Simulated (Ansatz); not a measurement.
# C3H9ClSi: what the fields show

```yaml
atoms:
  - { symbol: C, position_ang: [0.8035, 0.9339, 0.2778] }
  - { symbol: C, position_ang: [-0.3659, 0.1495, -0.3345] }
  - { symbol: C, position_ang: [0.7703, 0.1756, -3.2370] }
  - { symbol: Cl, position_ang: [-1.5933, -1.8882, -2.5072] }
  - { symbol: Si, position_ang: [0.1160, -0.8798, -1.8334] }
  - { symbol: H, position_ang: [0.4873, 1.5043, 1.1658] }
  - { symbol: H, position_ang: [1.2298, 1.6558, -0.4379] }
  - { symbol: H, position_ang: [1.6203, 0.2637, 0.5934] }
  - { symbol: H, position_ang: [-0.8122, -0.5298, 0.4122] }
  - { symbol: H, position_ang: [-1.1765, 0.8331, -0.6430] }
  - { symbol: H, position_ang: [1.1153, -1.9182, -1.4521] }
  - { symbol: H, position_ang: [0.9987, -0.4397, -4.1209] }
  - { symbol: H, position_ang: [0.0265, 0.9339, -3.5290] }
  - { symbol: H, position_ang: [1.6938, 0.6950, -2.9321] }
```

Geometry: B3LYP-D3(BJ)/def2-SVP.

These are results of isolated molecule in a Gaussian basis; Kohn-Sham density functional theory, functional PBE0 in Ansatz, not measurements.

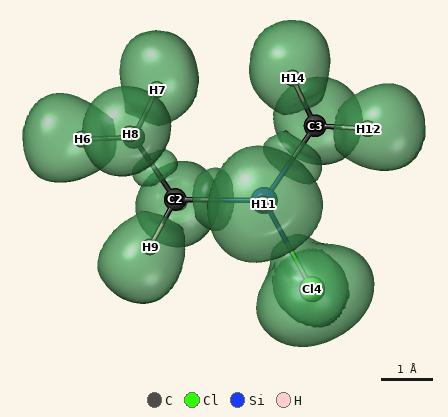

Figure 1. Isosurface of the electron localisation function at 0.8 (green), seen across its widest extent. Only the valence region is drawn (cores and ρ < 0.01 e/Å³ removed).

Describe the localisation domains.

At this value the surface marks out one region between bonded C–C atoms (shared pairs), two regions between bonded C–Si atoms (shared pairs), nine regions around hydrogen nuclei and one region on Cl in which the atom's valence shell and bonds are merged.


C–C (1.54 Å): the ELF peaks at about 0.95 between the atoms, as expected for a covalent bond. C–Si (1.87 Å): the ELF peaks at about 0.95 between the atoms; a shared electron pair.

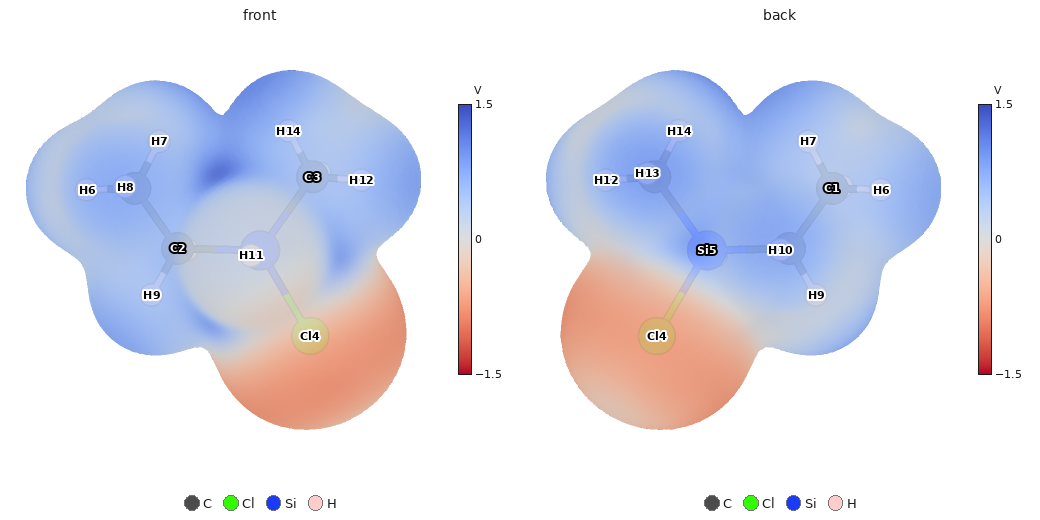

Figure 2. The electrostatic potential painted on the density surface at 0.002 e/bohr³, seen from the front and from behind; the colour scale runs from red (negative) to blue (positive).

Where is the surface potential most negative and most positive?

The most negative region (about −0.8 V) lies over Cl4, the most positive (about +1.1 V) over Si5.

What dipole moment does the calculation give?

Its dipole moment is 2.37 D.

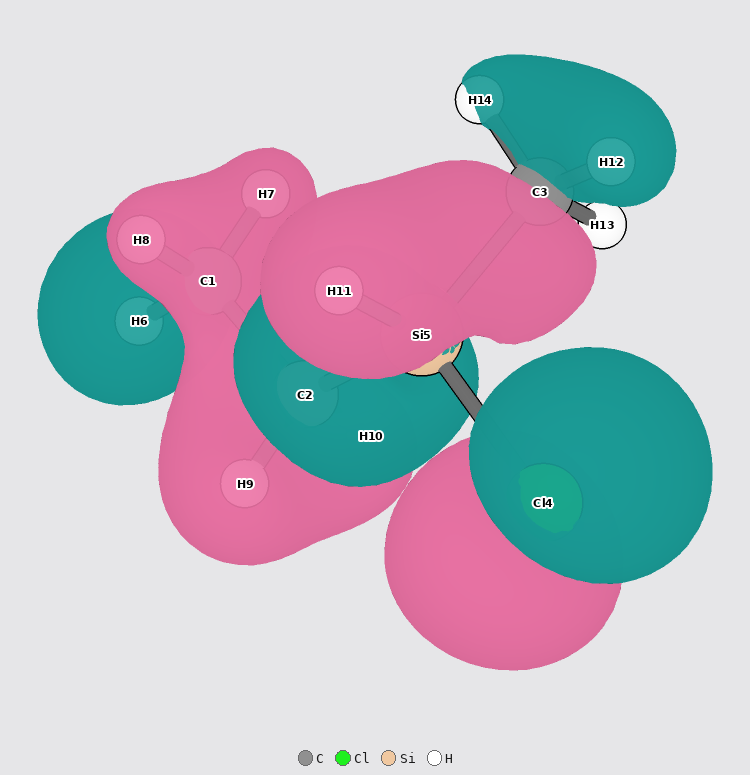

Figure 3. The HOMO at ±0.06 Å⁻³ᐟ² (teal and pink are the two phases), seen at a tilt.

Where does this orbital lie, and at what energy?

By Hirshfeld shares it lies mainly on Cl4 (about 30 %), C2 (about 25 %), Si5 (about 15 %) and C1 (about 5 %). Its energy is −8.29 eV.
